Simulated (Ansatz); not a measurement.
A series of calculations on ZrPH₃Cl₂F₂

**1. Relaxation**

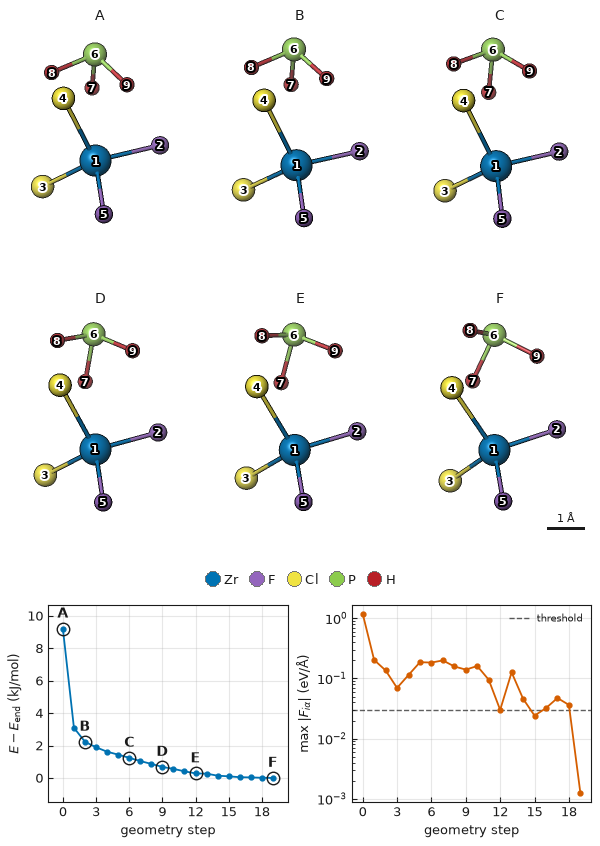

Frames of a relaxation of ZrPH3Cl2F2, marked on the history of the run. A ball-and-stick model, seen from a free direction.

The run prepares an end point of a later path (reaction) calculation, from a guessed geometry.

Level of theory: Ansatz, RKS PBE0-D4/def2-SVP. Set-up: no spin polarisation; force threshold 0.03 eV/Å; at most 50 steps.

Question: What happens along the run?

Answer: The atom that moves furthest after the best rigid fit is H8 (0.91 Å). By element the largest moves are H 0.91 Å, Cl 0.41 Å, P 0.35 Å, F 0.21 Å, Zr 0.19 Å. Some distances before and after: Zr1–H9 2.785 → 3.585 Å, Zr1–F2 1.940 → 1.887 Å, Zr1–F5 1.876 → 1.881 Å, Zr1–Cl3 2.334 → 2.339 Å. Over 19 geometry steps the energy falls by 9.21 kJ/mol. Largest force component: 1.2 eV/Å at the start, 0.0013 eV/Å at the end. The forces were under the threshold at step 15, but the run went on from there. From step 0 to 2: F and H atoms move most (0.20 Å), energy −6.98 kJ/mol. From step 2 to 6: H7 moves most (0.27 Å), energy −0.99 kJ/mol. From step 6 to 9: H7 moves most (0.26 Å), energy −0.56 kJ/mol. From step 9 to 12: H8 moves most (0.19 Å), energy −0.40 kJ/mol. From step 12 to 19: H8 moves most (0.28 Å), energy −0.28 kJ/mol.

```csv
step,"E − E(0), kJ/mol","largest force component, eV/Å"
0,0.00,1.1914
1,-6.12,0.2030
2,-6.98,0.1363
3,-7.32,0.0697
4,-7.59,0.1141
5,-7.77,0.1863
6,-7.97,0.1838
7,-8.17,0.1994
8,-8.34,0.1583
9,-8.53,0.1403
10,-8.65,0.1609
11,-8.80,0.0954
12,-8.93,0.0301
13,-8.95,0.1263
14,-9.07,0.0460
15,-9.11,0.0241
16,-9.16,0.0322
17,-9.18,0.0474
18,-9.20,0.0364
19,-9.21,0.0013
```

**2. Relaxation**

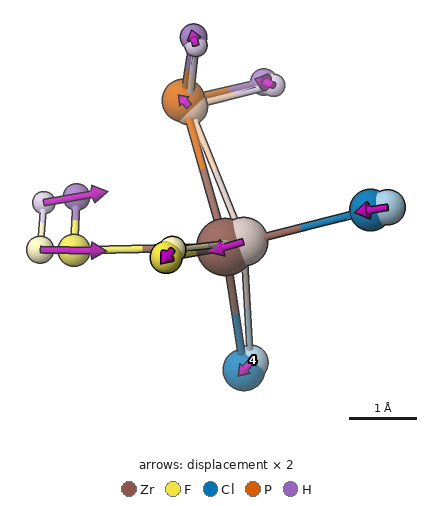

This is a relaxation of ZrPH₃Cl₂F₂. The starting structure is drawn faded, the final one solid; purple arrows show the displacements, magnified 2 times. The two geometries are superimposed by the best rigid fit.

The picture is a ball-and-stick view, seen at a tilt.

The run prepares an end point of a later path (reaction) calculation, from a guessed geometry.

Method: Ansatz, RKS PBE0-D4/def2-SVP. Settings: no spin polarisation; force threshold 0.03 eV/Å; at most 50 steps.

> What happened in the run?

Over 8 accepted moves (9 points after the start) the energy falls by 24.9 kJ/mol. The largest force component goes from 0.28 to 0.029 eV/Å. The line search rejected the trial step at point 5 of the run. The largest moves after the best rigid fit, 0.51 Å, are those of F and H atoms. Largest moves by element: H 0.51 Å, F 0.51 Å, Zr 0.29 Å, Cl 0.28 Å, P 0.13 Å. Some distances before and after: F–Zr 3.170 → 2.394 Å, H–Zr 3.377 → 2.684 Å, P–Zr 2.578 → 2.655 Å, F–H 0.926 → 0.960 Å. New bonds form, among them: F–Zr (3.17 → 2.39 Å). Among the angles between lasting bonds that change: Cl–Zr–P 106.0° → 99.1°, F–Zr–P 108.2° → 113.8°, Zr–P–H 96.7° → 102.3°.

Limits of the set-up: the start holds two separate molecules, 2.6 Å apart at their closest, whose relative position is a soft coordinate.

**3. Path**

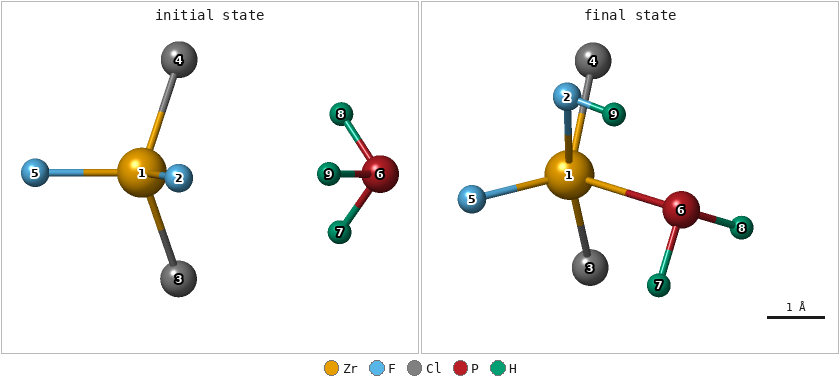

The two relaxed end points of a path for ZrPH₃Cl₂F₂, made up at the start of ZrCl2F2 and PH₃. A ball-and-stick model, seen face on.

Theory: RKS PBE0-D4/def2-SVP (Ansatz).

Settings: 5 movable images; climbing image; force threshold 0.03 eV/Å; iteration limit 60.

Start:
```xyz
9

Zr   -0.0487   -0.2716   -0.1387
F    -0.2511   -0.1688    1.7348
Cl    2.1768   -0.6788   -0.7317
Cl   -0.8811    1.6452   -1.1887
F    -1.0743   -1.7368   -0.7220
P     2.0759    2.8812    1.6648
H     2.7348    1.8394    0.9425
H     1.1334    3.1293    0.6203
H     1.2099    1.9777    2.3529
```

End:
```xyz
9

Zr    0.3693    0.3088   -0.1800
F    -0.7315    0.7442    1.9008
Cl    1.8490    0.1065   -1.9681
Cl   -1.5182    1.3184   -1.1318
F     0.3077   -1.4427    0.5214
P     1.7470    2.0153    1.3155
H     2.9120    1.2252    1.5281
H     2.2782    2.9055    0.3452
H    -0.1378    1.4356    2.2031
```

Question: What barrier does the band find between them, and by what path?

Answer: The highest point, image 3, lies 1.52 eV above the start and 0.16 eV above the end; the end is at +1.36 eV relative to the start. Breaking: P6–H9 (1.43 → 1.77 at the top → 2.16 Å). Forming: F2–H9 (2.67 → 1.11 at the top → 0.96 Å), Zr1–P6 (4.21 → 2.82 at the top → 2.65 Å). The band converged in 22 iterations, with a climbing image at the top. At the top, the vibrational analysis gives one imaginary mode (529i cm⁻¹), as a transition state must have.

Energies of the converged images:

```
image  path (Å)  E (eV)
    0      0.00   0.000
    1      1.26   0.034
    2      2.53   0.371
    3      3.79   1.520
    4      4.19   1.430
    5      4.59   1.360
    6      4.99   1.357
```

The geometry at the top of the path:

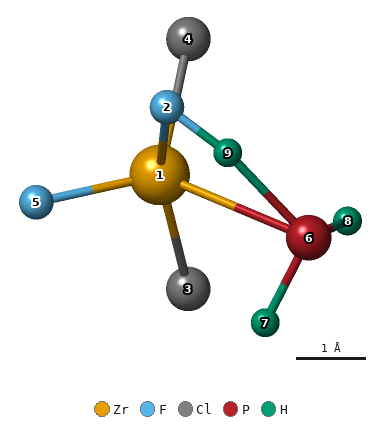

Limits of the set-up: the start holds two separate molecules, 2.7 Å apart at their closest, whose relative position is a soft coordinate.
